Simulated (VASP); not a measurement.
# Re (Rhenium) with r2SCAN: from relaxation to properties

Wanted: the relaxed cell of Re (Rhenium) and its properties. The steps: full relaxation (r2SCAN), density, ELF and potential (r2SCAN), band structure (r2SCAN), total and projected DOS (r2SCAN), volume scan with r2SCAN, fit for r2SCAN and band structure (r2SCAN + SOC). Left out of this account: 1 further run (core levels: core levels are not valid at this level). The start is a cell from a database of measured crystal structures.

Calculated with VASP 6.6.1; r2SCAN; plane waves and PAW (Re), in the first sound run; inputs show where later runs differ.

### Step 1. Set-up

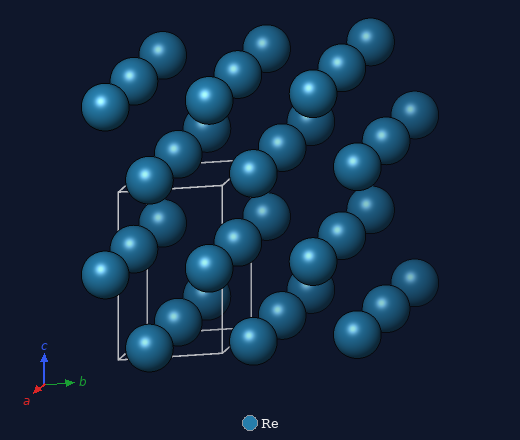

The cell as given, slightly off an axis (rhenium blue). 3×3×2 cells are drawn.

Coordinates:

```cif
data_structure
_symmetry_space_group_name_H-M 'P6_3/mmc'
_symmetry_Int_Tables_number 194
_cell_length_a 2.7608
_cell_length_b 2.7608
_cell_length_c 4.4582
_cell_angle_alpha 90.000
_cell_angle_beta 90.000
_cell_angle_gamma 120.000
_cell_volume 29.43
loop_
_atom_site_label
_atom_site_type_symbol
_atom_site_symmetry_multiplicity
_atom_site_Wyckoff_symbol
_atom_site_fract_x
_atom_site_fract_y
_atom_site_fract_z
_atom_site_occupancy
Re1 Re 2 c 0.33333 0.66667 0.25000 1
```

### Step 2. Full relaxation (r2SCAN)

Properties are meant for the cell that this level of theory prefers, so cell and atoms are relaxed first (ISIF = 3) until forces and stress are small; EDIFFG sets the threshold. r2SCAN adds the kinetic-energy density, costs more than a GGA and is run with LASPH.

INCAR reads:

```
SYSTEM = Re
PREC = Accurate
ENCUT = 400
EDIFF = 1E-06
NELM = 100
ISMEAR = 1
SIGMA = 0.2
LREAL = .FALSE.
ALGO = Normal
METAGGA = R2SCAN
LASPH = .TRUE.
NBANDS = 13
LORBIT = 11
LWAVE = .FALSE.
LCHARG = .FALSE.
KPAR = 2
IBRION = 2
NSW = 60
ISIF = 3
EDIFFG = -0.01
```

POSCAR reads:

```
Re
1.0
    2.7608000000      0.0000000000      0.0000000000
   -1.3804000000      2.3909229348      0.0000000000
    0.0000000000      0.0000000000      4.4582000000
Re
2
Direct
    0.3333333333      0.6666666667      0.2500000000
    0.6666666667      0.3333333333      0.7500000000
```

KPOINTS reads:

```
Automatic mesh
0
Gamma
8 8 5
0 0 0
```

The projector-augmented-wave data sets are Re (PBE family, release 64).

Launch:

```console
mpirun -np 2 vasp_std
```

Output:

```text
[banner, memory and clock lines left out]
running    2 mpi-ranks, on    1 nodes
 distrk:  each k-point on    1 cores,    2 groups
 distr:  one band on    1 cores,    1 groups

 POSCAR found type information on POSCAR Re
 POSCAR found :  1 types and       2 ions
|                                                                             |
|               ----> ADVICE to this user running VASP <----                  |
|                                                                             |
|     You enforced a specific xc type in the INCAR file but a different       |
|     [... a line on the potential file left out ...]
|     I HOPE YOU KNOW WHAT YOU ARE DOING!                                     |
|                                                                             |

 LDA part: xc-table for (None), standard interpolation
 POSCAR, INCAR and KPOINTS ok, starting setup
 FFT: planning ... GRIDC
 FFT: planning ... GRID_SOFT
 FFT: planning ... GRID
 WAVECAR not read
 entering main loop
       N       E                     dE             d eps       ncg     rms          rms(c)
DAV:   1    -0.650220237229E+02   -0.65022E+02   -0.62972E+03  1552   0.126E+03
DAV:   2    -0.104890119728E+03   -0.39868E+02   -0.34439E+02  1280   0.263E+02
DAV:   3    -0.106113444948E+03   -0.12233E+01   -0.11484E+01  1359   0.569E+01
DAV:   4    -0.106130573228E+03   -0.17128E-01   -0.17067E-01  1214   0.410E+00
DAV:   5    -0.106130895972E+03   -0.32274E-03   -0.32268E-03  1296   0.964E-01    0.357E+01
DAV:   6    -0.105146956435E+03    0.98394E+00   -0.37351E-01  1417   0.134E+01    0.181E+01
DAV:   7    -0.104905457967E+03    0.24150E+00   -0.53320E-01  1342   0.228E+01    0.275E+00
DAV:   8    -0.104906702947E+03   -0.12450E-02   -0.86293E-03  1345   0.217E+00    0.560E-01
DAV:   9    -0.104903249127E+03    0.34538E-02   -0.33303E-03  1470   0.834E-01    0.229E-01
DAV:  10    -0.104903262916E+03   -0.13789E-04   -0.21799E-04  1398   0.343E-01    0.135E-01
DAV:  11    -0.104903268465E+03   -0.55483E-05   -0.20201E-05  1332   0.129E-01    0.211E-02
DAV:  12    -0.104903267906E+03    0.55854E-06   -0.28968E-07   705   0.290E-02
   1 F= -.10490327E+03 E0= -.10490348E+03  d E =-.104903E+03
 curvature:   0.00 expect dE= 0.000E+00 dE for cont linesearch  0.000E+00
 trial: gam= 0.00000 g(F)=  0.380E-46 g(S)=  0.830E-03 ort = 0.000E+00 (trialstep = 0.100E+01)
 search vector abs. value=  0.830E-03
 bond charge predicted
       N       E                     dE             d eps       ncg     rms          rms(c)
DAV:   1    -0.104903185510E+03    0.82954E-04   -0.18326E-01   949   0.213E+01    0.103E+00
DAV:   2    -0.104902542572E+03    0.64294E-03   -0.13685E-03  1336   0.912E-01    0.425E-01
DAV:   3    -0.104902302344E+03    0.24023E-03   -0.50516E-04  1391   0.623E-01    0.245E-02
DAV:   4    -0.104902305712E+03   -0.33687E-05   -0.84393E-06  1268   0.254E-02    0.108E-02
DAV:   5    -0.104902304451E+03    0.12614E-05   -0.17742E-06   722   0.384E-02    0.832E-03
DAV:   6    -0.104902304057E+03    0.39429E-06   -0.56167E-07   565   0.217E-02
   2 F= -.10490230E+03 E0= -.10490259E+03  d E =0.963849E-03
[...]
3 F= -.10490337E+03 E0= -.10490361E+03  d E =-.982064E-04
[...]
4 F= -.10490337E+03 E0= -.10490361E+03  d E =-.984061E-04
[...]
5 F= -.10490337E+03 E0= -.10490361E+03  d E =-.978621E-04
[...]
6 F= -.10490334E+03 E0= -.10490358E+03  d E =0.223831E-04
 trial-energy change:    0.000022  1 .order    0.000018   -0.000065    0.000100
 step:   0.2972(harm=  0.3313)  dis= 0.00000  next Energy=  -104.903377 (dE=-0.112E-04)
 bond charge predicted
       N       E                     dE             d eps       ncg     rms          rms(c)
DAV:   1    -0.104903403799E+03   -0.60430E-04   -0.34411E-03  1190   0.212E+00    0.700E-02
DAV:   2    -0.104903380410E+03    0.23389E-04   -0.28592E-05  1346   0.830E-02    0.308E-02
DAV:   3    -0.104903376768E+03    0.36413E-05   -0.47256E-06   943   0.555E-02    0.725E-03
DAV:   4    -0.104903376931E+03   -0.16244E-06   -0.10727E-06   515   0.275E-02
   7 F= -.10490338E+03 E0= -.10490362E+03  d E =-.111626E-04
 curvature:  -0.18 expect dE=-0.506E-06 dE for cont linesearch -0.330E-06
 trial: gam= 0.00000 g(F)=  0.264E-47 g(S)=  0.282E-05 ort =-0.124E-04 (trialstep = 0.734E+00)
 search vector abs. value=  0.282E-05
 reached required accuracy - stopping structural energy minimisation
```

Elapsed: 73 s, on 2 MPI ranks of AMD EPYC 7R43, shared host; peak memory 0.2 GiB.

Lines that name or quote the potential files are left out of all logs, and their timing lines are given in words.

Parts of OUTCAR (step 2):

```text
ion  position               nearest neighbor table
   1  0.333  0.667  0.250-   2 2.74   2 2.74   2 2.74   2 2.74   2 2.74   2 2.74
   2  0.667  0.333  0.750-   1 2.74   1 2.74   1 2.74   1 2.74   1 2.74   1 2.74

  LATTYP: Found a hexagonal cell.
 ALAT       =     2.7608000000
 C/A-ratio  =     1.6148217908

 Subroutine GETGRP returns: Found 24 space group operations
 (whereof 12 operations were pure point group operations)

The static configuration has the point symmetry D_3d.
 The point group associated with its full space group is D_6h.

 Found     30 irreducible k-points:

   k-points           NKPTS =     30   k-points in BZ     NKDIM =     30   number of bands    NBANDS=     13

   dimension x,y,z NGX =    18 NGY =   18 NGZ =   30
   dimension x,y,z NGXF=    36 NGYF=   36 NGZF=   60

   ENCUT  =  400.0 eV  29.40 Ry    5.42 a.u.   4.50  4.50  7.27*2*pi/ulx,y,z

   NELECT =      14.0000    total number of electrons

 k-points in reciprocal lattice and weights: Automatic mesh
   0.00000000  0.00000000  0.00000000       0.003
   0.12500000  0.00000000  0.00000000       0.019
   0.25000000  0.00000000  0.00000000       0.019
   0.37500000 -0.00000000  0.00000000       0.019
   0.50000000  0.00000000  0.00000000       0.009
   0.12500000  0.12500000  0.00000000       0.019
   0.25000000  0.12500000  0.00000000       0.038
   0.37500000  0.12500000  0.00000000       0.038
   0.25000000  0.25000000  0.00000000       0.019
[...]
0.25000000  0.25000000  0.40000000       0.038
   0.37500000  0.25000000  0.40000000       0.038

 average (electrostatic) potential at core
       1 -44.8096       2 -44.8096

 E-fermi :   7.6536

 k-point     1 :       0.0000    0.0000    0.0000
  band No.  band energies     occupation
    ...
      3       6.0465      2.00000
      4       6.0698      2.00000
      5       6.0698      2.00000
      6       6.9314      2.00000
      7       6.9314      2.00000
      8       7.9307     -0.06460
      9       7.9307     -0.06460
     10       8.2421     -0.00026
     11      11.2266     -0.00000
     12      11.2266     -0.00000
    ...

 k-point     2 :       0.1250    0.0000    0.0000
  band No.  band energies     occupation
    ...
      6       6.6749      2.00000
      7       6.9216      2.00000
      8       7.4719      2.02572
      9       7.5007      1.96078
     10       7.6836      0.74928
     11      11.5184     -0.00000
     12      13.3945      0.00000
     13      18.1829      0.00000

 k-point     3 :       0.2500    0.0000    0.0000
  band No.  band energies     occupation
    ...
      3       4.1789      2.00000
      4       4.5279      2.00000
      5       5.8350      2.00000
      6       6.6242      2.00000
      7       7.0174      2.00007
      8       8.3288     -0.00002
      9       8.3690     -0.00001
     10       9.0678     -0.00000
     11      11.9491      0.00000
     12      16.6255      0.00000
    ...

  Total       -0.0024449     -0.0024449     -0.0102463      0.0000000     -0.0000000      0.0000000
  in kB       -0.1332625     -0.1332625     -0.5584871      0.0000000     -0.0000000      0.0000000
  external PRESSURE =      -0.2750040 kB  Pullay stress =       0.0000000 kB

  energy-cutoff  :      400.00
  volume of cell :       29.39
      direct lattice vectors                 reciprocal lattice vectors
     2.758689156 -0.000000000  0.000000000     0.362491003  0.209284278 -0.000000000
    -1.379344578  2.389094890  0.000000000     0.000000000  0.418568557 -0.000000000
     0.000000000  0.000000000  4.459940316    -0.000000000 -0.000000000  0.224218247

 POSITION                                       TOTAL-FORCE (eV/Angst)
 -----------------------------------------------------------------------------------
     -0.00000      1.59273      1.11499         0.000000     -0.000000      0.000000
      1.37934      0.79636      3.34496        -0.000000      0.000000     -0.000000
 -----------------------------------------------------------------------------------
    total drift:                               -0.000000      0.000000     -0.000000

  FREE ENERGIE OF THE ION-ELECTRON SYSTEM (eV)
  ---------------------------------------------------
  free  energy   TOTEN  =      -104.9033769308 eV

  energy  without entropy=     -104.9040967769  energy(sigma->0) =     -104.90361688

 reached required accuracy - stopping structural energy minimisation

 total charge
# of ion       s       p       d       tot
------------------------------------------
    1        0.617   0.685   4.833   6.135
    2        0.617   0.685   4.833   6.135
--------------------------------------------------
tot          1.234   1.370   9.666  12.270

[... 3 further parts left out ...]
```

The k-mesh is coarse for a metal. The PAW data sets were made with PBE, which is usual practice but a small mismatch for other functionals. The data set Re keeps the semicore shell frozen, which is cheaper and a little less accurate. The run keeps the 24 symmetry operations of its start, so it cannot find a distortion of lower symmetry.

Little changed from the start: no atom moved by 0.005 Å and no cell edge by 0.1 %.

This step gave:

* electrons: 14
* bands: 13
* irreducible k-points: 30
* symmetry operations: 24
* free energy (TOTEN): -104.9034 eV
* energy at zero smearing: -104.9036 eV
* Fermi energy: 7.654 eV
* pressure: -0.02750 GPa
* metallic: yes
* SCF cycles over all ionic steps: 36

It ends with forces that vanish by symmetry and a pressure of -0.03 GPa. The volume lies -0.1 % from that of the database's start, which holds the thermal and zero-point expansion of its experiment.

### Step 3. Density, ELF and potential (r2SCAN)

A single point on the relaxed cell gives a clean self-consistent state, with density, ELF and potential written out.

INCAR: that of step 2 with these lines changed.

```diff
@@ -14,7 +14,5 @@
 LWAVE = .FALSE.
-LCHARG = .FALSE.
-KPAR = 2
-IBRION = 2
-NSW = 60
-ISIF = 3
-EDIFFG = -0.01
+LCHARG = .TRUE.
+ISIF = 2
+LELF = .TRUE.
+LVHAR = .TRUE.
```

POSCAR reads:

```
Re
1.0
    2.7586891562      0.0000000000      0.0000000000
   -1.3793445781      2.3890948904      0.0000000000
    0.0000000000      0.0000000000      4.4599403156
Re
2
Direct
    0.3333333333      0.6666666667      0.2500000000
    0.6666666667      0.3333333333      0.7500000000
```

KPOINTS is that of step 2.

Launch:

```console
mpirun -np 2 vasp_std
```

Output:

```text
[banner, memory and clock lines left out]
running    2 mpi-ranks, on    1 nodes
 distrk:  each k-point on    2 cores,    1 groups
 distr:  one band on    1 cores,    2 groups

 POSCAR found type information on POSCAR Re
 POSCAR found :  1 types and       2 ions
 [... a notice as in an earlier step ...]

 LDA part: xc-table for (None), standard interpolation
|                                                                             |
|           W    W    AA    RRRRR   N    N  II  N    N   GGGG   !!!           |
|           W    W   A  A   R    R  NN   N  II  NN   N  G    G  !!!           |
|           W    W  A    A  R    R  N N  N  II  N N  N  G       !!!           |
|           W WW W  AAAAAA  RRRRR   N  N N  II  N  N N  G  GGG   !            |
|           WW  WW  A    A  R   R   N   NN  II  N   NN  G    G                |
|           W    W  A    A  R    R  N    N  II  N    N   GGGG   !!!           |
|                                                                             |
|     The number of bands has been changed from the values supplied in        |
|     The orbitals not found in the WAVECAR file will be initialized with     |
|     random numbers, which is usually adequate. For correlated               |
|     calculations, however, you should redo the groundstate calculation.     |
|     I found NBANDS = 13. Now, NBANDS = 14.                                  |
|                                                                             |

 POSCAR, INCAR and KPOINTS ok, starting setup
 FFT: planning ... GRIDC
 FFT: planning ... GRID_SOFT
 FFT: planning ... GRID
 WAVECAR not read
 entering main loop
       N       E                     dE             d eps       ncg     rms          rms(c)
DAV:   1    -0.663608299753E+02   -0.66361E+02   -0.63408E+03  1680   0.116E+03
DAV:   2    -0.105424878110E+03   -0.39064E+02   -0.34298E+02  1370   0.262E+02
DAV:   3    -0.106119667470E+03   -0.69479E+00   -0.68748E+00  1272   0.331E+01
DAV:   4    -0.106127074251E+03   -0.74068E-02   -0.73983E-02  1300   0.285E+00
DAV:   5    -0.106127274687E+03   -0.20044E-03   -0.20042E-03  1260   0.693E-01    0.358E+01
DAV:   6    -0.105147052425E+03    0.98022E+00   -0.34460E-01  1498   0.123E+01    0.182E+01
DAV:   7    -0.104905470843E+03    0.24158E+00   -0.49518E-01  1458   0.212E+01    0.275E+00
DAV:   8    -0.104906766734E+03   -0.12959E-02   -0.91474E-03  1450   0.206E+00    0.508E-01
DAV:   9    -0.104903335729E+03    0.34310E-02   -0.30317E-03  1602   0.779E-01    0.235E-01
DAV:  10    -0.104903355202E+03   -0.19472E-04   -0.19974E-04  1466   0.308E-01    0.134E-01
DAV:  11    -0.104903360755E+03   -0.55531E-05   -0.18717E-05  1470   0.120E-01    0.214E-02
DAV:  12    -0.104903360315E+03    0.44016E-06   -0.27189E-07   720   0.268E-02
   1 F= -.10490336E+03 E0= -.10490360E+03  d E =0.723905E-03
```

Wall time 24 s (2 MPI ranks); peak memory 0.17 GiB.

Parts of OUTCAR (step 3):

```text
  LATTYP: Found a hexagonal cell.
 ALAT       =     2.7586891562
 C/A-ratio  =     1.6166882396

 Found     30 irreducible k-points:

   k-points           NKPTS =     30   k-points in BZ     NKDIM =     30   number of bands    NBANDS=     14

   NELECT =      14.0000    total number of electrons

 E-fermi :   7.6538

 k-point     1 :       0.0000    0.0000    0.0000
  band No.  band energies     occupation
    ...
      3       6.0466      2.00000
      4       6.0699      2.00000
      5       6.0699      2.00000
      6       6.9315      2.00000
      7       6.9315      2.00000
      8       7.9307     -0.06463
      9       7.9307     -0.06463
     10       8.2425     -0.00026
     11      11.2267     -0.00000
     12      11.2267     -0.00000
    ...

 k-point     2 :       0.1250    0.0000    0.0000
  band No.  band energies     occupation
    ...
      6       6.6750      2.00000
      7       6.9217      2.00000
      8       7.4720      2.02585
      9       7.5008      1.96091
     10       7.6838      0.74944
     11      11.5185     -0.00000
     12      13.3947      0.00000
     13      18.1833      0.00000
     14      23.8916      0.00000

  Total       -0.0105334     -0.0105334     -0.0021392      0.0000000      0.0000000      0.0000000
  in kB       -0.5741361     -0.5741361     -0.1165972      0.0000000      0.0000000      0.0000000
  external PRESSURE =      -0.4216232 kB  Pullay stress =       0.0000000 kB

  energy-cutoff  :      400.00
  volume of cell :       29.39
      direct lattice vectors                 reciprocal lattice vectors
     2.758689156  0.000000000  0.000000000     0.362491003  0.209284278  0.000000000
    -1.379344578  2.389094890  0.000000000     0.000000000  0.418568557  0.000000000
     0.000000000  0.000000000  4.459940316     0.000000000  0.000000000  0.224218247

 POSITION                                       TOTAL-FORCE (eV/Angst)
 -----------------------------------------------------------------------------------
     -0.00000      1.59273      1.11499        -0.000000      0.000000      0.000000
      1.37934      0.79636      3.34496         0.000000     -0.000000      0.000000
 -----------------------------------------------------------------------------------
    total drift:                                0.000000     -0.000000     -0.000000

  FREE ENERGIE OF THE ION-ELECTRON SYSTEM (eV)
  ---------------------------------------------------
  free  energy   TOTEN  =      -104.9033603148 eV

  energy  without entropy=     -104.9040842197  energy(sigma->0) =     -104.90360162

[... 6 parts as in an earlier step ...]

[... 6 further parts left out ...]
```

This step gave:

| Property | Result |
| --- | --- |
| SCF cycles | 12 |
| bands | 14 |
| pressure | -0.04216 GPa |

Valence electrons inside each PAW sphere by angular momentum. Sphere charges, by row:

| atom | s (e) | p (e) | d (e) | tot (e) |
| --- | --- | --- | --- | --- |
| Re1 | 0.617 | 0.685 | 4.833 | 6.135 |
| Re2 | 0.617 | 0.685 | 4.833 | 6.135 |

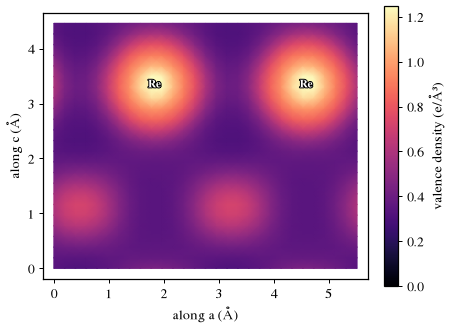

Valence density in the ac plane at fractional y = 0.333, with atoms of Re within 0.2 Å of it. It is the smooth field of the valence electrons, not physical close to the nuclei.

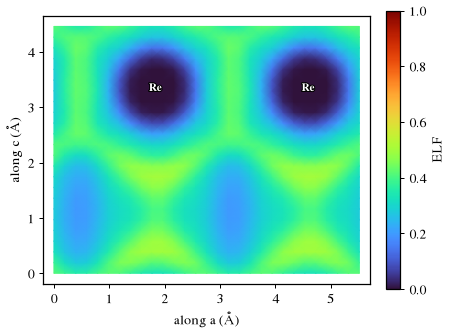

ELF in the ac plane at fractional y = 0.333, with atoms of Re within 0.2 Å of it. It is the smooth field of the valence electrons, not physical close to the nuclei.

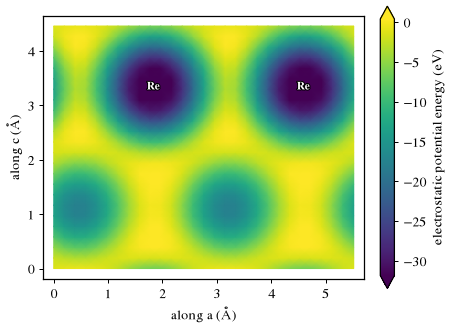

Electrostatic potential energy in the ac plane at fractional y = 0.333, with atoms of Re within 0.2 Å of it. With pseudopotentials it is smooth inside the atoms' cores, unlike the true potential.

In this run the pressure is -0.04 GPa, small enough to go on.

[end of part 1 of 4]

[Lines on the potential files, build, host, timing and source positions are cut from VASP's logs without a mark.]

[Logs are printed without paths, hosts, clocks, repeated set-up lines and the standing remarks that a program may print on its own settings, such as how far it seeks lower states.]

[Hosts, paths, dates, database ids (printed as entryN), source tags and the programs' standing remarks are cut or masked in the printed files.]

[A measured line is paired with the nearest computed mode of its activity, which favours agreement.]
